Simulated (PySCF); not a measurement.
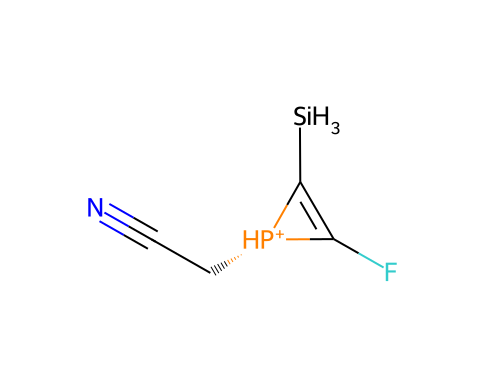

Charge +1, singlet. The geometry was computed by an optimisation with GFN2-xTB. No frequency run is at hand to confirm it as a minimum. Level of theory: PBE0/pcSseg-1, gas phase (PySCF 2.14.0).

Predict the main results.

The species is C4H6FNPSi(+) (`N#CC[P@H+]1C(F)=C1[SiH3]`).
- HOMO energy (Kohn–Sham orbital): −13.45 eV
- LUMO energy (Kohn–Sham orbital): −7.47 eV
- HOMO–LUMO gap: 5.99 eV

The geometry is semi-empirical. Around P, Si such bond lengths and angles can be off by a tenth of an ångström or more and by several degrees, and values that hang on the shape move with them.
